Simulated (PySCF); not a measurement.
# PS₂⁺: one geometry, several methods

How much do the numbers for PS₂⁺ (singlet) hang on the method? All levels run at one geometry, the PBE0 minimum.

Program: PySCF 2.14.0. Level of theory: several methods, basis P def2-TZVP, S def2-TZVP, no relativity, density fitting. These are calculated values, not measurements.

**1. The system as given**

3 atoms, charge 1, spin multiplicity 1.

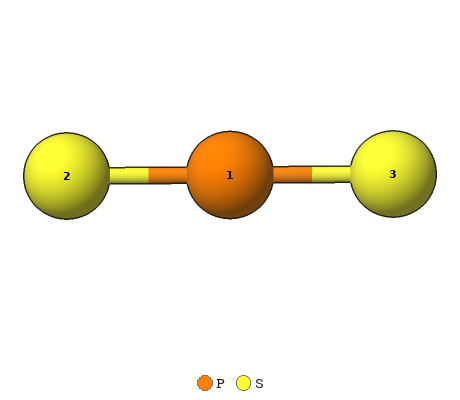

Start geometry, drawn with phosphorus orange, sulfur yellow; atoms are numbered from 1 in the order of the file.

Z-matrix (Å, degrees; charge 1 multiplicity 1):
```
P
S  1 1.8355
S  1 1.8355 2 180.00
```

**2. PBE0**

The steps are one call of a driver around PySCF; scf.py gives each level's set-up. Each SCF starts from the density of the minimum. The driver also runs the species with one electron less or more at the same geometry (one less: multiplicity 2, one more: multiplicity 2); their logs are not shown.

File scf.py:

```python
from pyscf import gto, scf, dft
mol = gto.M(atom='''
P      0.000000     0.000000     0.000000
S      0.000000     0.000000     1.835470
S     -0.000000     0.000000    -1.835470''',
    basis={'P': 'def2-TZVP', 'S': 'def2-TZVP'},
    charge=1, spin=0)
mf = dft.RKS(mol, xc='PBE0')
mf.grids.atom_grid = (75, 302)
aux = {'P': 'def2-universal-JKFIT', 'S': 'def2-universal-JKFIT'}
mf = mf.density_fit(auxbasis=aux)
mf.conv_tol = 1e-08
mf.diis_space = 10
mf.max_cycle = 60
mf.verbose = 4
mf.kernel()
```

On the command line:

```sh
> OMP_NUM_THREADS=2 python axn.py task.json out
```

Log:

```text
init E= -1137.05876773177
  HOMO = -0.544766697708024  LUMO = -0.332746468549946  gap/eV = 5.76936
cycle= 1 E= -1137.05876773177  delta_E= 2.27e-12  |g|= 1.22e-07  |ddm|= 1.4e-07
  HOMO = -0.544766694094858  LUMO = -0.332746453148053  gap/eV = 5.76936
Extra cycle  E= -1137.05876773177  delta_E= -1.82e-12  |g|= 2.62e-07  |ddm|= 2.94e-07
converged SCF energy = -1137.05876773177
```

This level, with the species of one electron less or more, ran for 1.9 s (2 threads of Arm Neoverse V1, shared host).

```
energy                        : -1137.058768 Eh
one electron less (charge +2) : -1136.432704 Eh (doublet, ⟨S²⟩ 0.81)
one electron more (charge +0) : -1137.310903 Eh (doublet, ⟨S²⟩ 0.76)
Mulliken charge of P1         : +0.58 e
```

**3. HF**

Changes to scf.py since step 2:

```diff
@@ -8,2 +8 @@
-mf = dft.RKS(mol, xc='PBE0')
-mf.grids.atom_grid = (75, 302)
+mf = scf.RHF(mol)
```

Log:

```text
init E= -1135.50831026744
  HOMO = -0.618012616211171  LUMO = -0.199611453602098  gap/eV = 11.38528
cycle= 1 E= -1135.53093512294  delta_E= -0.0226  |g|= 0.0719  |ddm|= 0.286
  HOMO = -0.63139778093149  LUMO = -0.213216759690469  gap/eV = 11.37929
cycle= 2 E= -1135.53213011773  delta_E= -0.00119  |g|= 0.0362  |ddm|= 0.0834
  HOMO = -0.63054183119962  LUMO = -0.208166763508446  gap/eV = 11.49341
cycle= 3 E= -1135.53254235377  delta_E= -0.000412  |g|= 0.016  |ddm|= 0.042
  HOMO = -0.631105713675614  LUMO = -0.208503983370899  gap/eV = 11.49958
cycle= 4 E= -1135.53262453268  delta_E= -8.22e-05  |g|= 0.00218  |ddm|= 0.0169
  HOMO = -0.631442249050794  LUMO = -0.208531630801311  gap/eV = 11.50798
cycle= 5 E= -1135.53262711848  delta_E= -2.59e-06  |g|= 0.000326  |ddm|= 0.00405
  HOMO = -0.631389946008106  LUMO = -0.208471780189734  gap/eV = 11.50819
cycle= 6 E= -1135.53262714811  delta_E= -2.96e-08  |g|= 7.62e-05  |ddm|= 0.000394
  HOMO = -0.631392173951536  LUMO = -0.208474896247313  gap/eV = 11.50817
cycle= 7 E= -1135.53262715279  delta_E= -4.69e-09  |g|= 1.4e-05  |ddm|= 0.000203
  HOMO = -0.631393600468569  LUMO = -0.208475842729033  gap/eV = 11.50818
Extra cycle  E= -1135.53262715295  delta_E= -1.56e-10  |g|= 7.13e-06  |ddm|= 2.25e-05
converged SCF energy = -1135.53262715295
```

This level, with the species of one electron less or more, took 1.8 s.

```
energy                        : -1135.532627 Eh
one electron less (charge +2) : -1134.953373 Eh (doublet, ⟨S²⟩ 1.09)
one electron more (charge +0) : -1135.753263 Eh (doublet, ⟨S²⟩ 0.83)
Mulliken charge of P1         : +0.68 e
```

**4. PBE**

Changes to scf.py since step 3:

```diff
@@ -8 +8,2 @@
-mf = scf.RHF(mol)
+mf = dft.RKS(mol, xc='PBE')
+mf.grids.atom_grid = (75, 302)
```

Log:

```text
init E= -1136.98130135796
  HOMO = -0.504994252326973  LUMO = -0.369155242920458  gap/eV = 3.69637
cycle= 1 E= -1136.98342966998  delta_E= -0.00213  |g|= 0.0584  |ddm|= 0.148
  HOMO = -0.50605515348412  LUMO = -0.361345679937625  gap/eV = 3.93775
cycle= 2 E= -1136.97466733245  delta_E= 0.00876  |g|= 0.18  |ddm|= 0.185
  HOMO = -0.504607330919676  LUMO = -0.365917857354332  gap/eV = 3.77393
cycle= 3 E= -1136.98448442201  delta_E= -0.00982  |g|= 0.00594  |ddm|= 0.136
  HOMO = -0.504493506645513  LUMO = -0.3660757941659  gap/eV = 3.76654
cycle= 4 E= -1136.9844934319  delta_E= -9.01e-06  |g|= 0.00166  |ddm|= 0.00649
  HOMO = -0.504752695908697  LUMO = -0.366352183417684  gap/eV = 3.76607
cycle= 5 E= -1136.98449409487  delta_E= -6.63e-07  |g|= 0.000493  |ddm|= 0.00195
  HOMO = -0.504707193588852  LUMO = -0.366292323457895  gap/eV = 3.76646
cycle= 6 E= -1136.98449416074  delta_E= -6.59e-08  |g|= 6.08e-05  |ddm|= 0.00041
  HOMO = -0.504707569580335  LUMO = -0.366291526200309  gap/eV = 3.76649
cycle= 7 E= -1136.9844941618  delta_E= -1.07e-09  |g|= 4.43e-06  |ddm|= 4.39e-05
  HOMO = -0.504706559106213  LUMO = -0.366290302722141  gap/eV = 3.76650
Extra cycle  E= -1136.98449416179  delta_E= 1.23e-11  |g|= 7.54e-06  |ddm|= 1.03e-05
converged SCF energy = -1136.98449416179
```

This level, with the species of one electron less or more, took 5.8 s.

| Item | Value |
| --- | --- |
| energy | -1136.984494 Eh |
| one electron less (charge +2) | -1136.361253 Eh (doublet, ⟨S²⟩ 0.77) |
| one electron more (charge +0) | -1137.235456 Eh (doublet, ⟨S²⟩ 0.76) |
| Mulliken charge of P1 | +0.54 e |

**5. Comparison of the levels**

| level | vertical ionisation energy (eV) | vertical electron affinity (eV) | −ε(HOMO) (eV) | gap (eV) | wall time |
| --- | --- | --- | --- | --- | --- |
| PBE0 | 17.04 | 6.86 | 14.82 | 5.77 | 1.9 s |
| HF | 15.76 | 6.00 | 17.18 | 11.51 | 1.8 s |
| PBE | 16.96 | 6.83 | 13.73 | 3.77 | 5.8 s |

Times are for 2 threads of Arm Neoverse V1, shared host; PBE0 starts from its own converged density, so its time is not comparable. A dash stands where a species or a free atom was not run at that level, or the quantity is not defined.

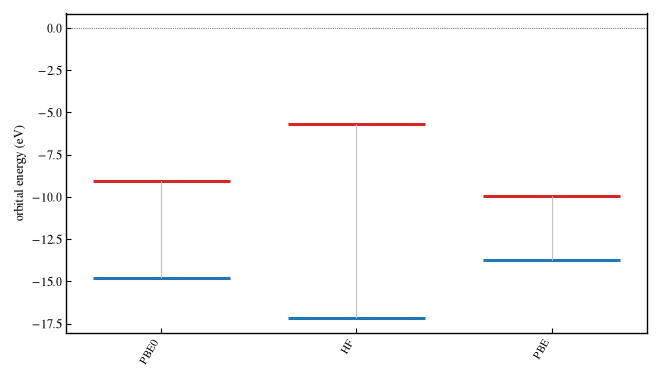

Highest occupied (blue) and lowest empty (red) levels by method.

**6. Outcome**

```
                         quantity                          value
vertical ionisation energy, range  15.76 (HF) to 17.04 (PBE0) eV
vertical electron affinity, range    6.00 (HF) to 6.86 (PBE0) eV
               orbital gap, range    3.77 (PBE) to 11.51 (HF) eV
```

In words: The vertical ionisation energy spreads over 1.27 eV, from HF to PBE0; without a CCSD(T) value for it there is no yardstick here. Spin contamination is strong in at least one of the open-shell species at HF.
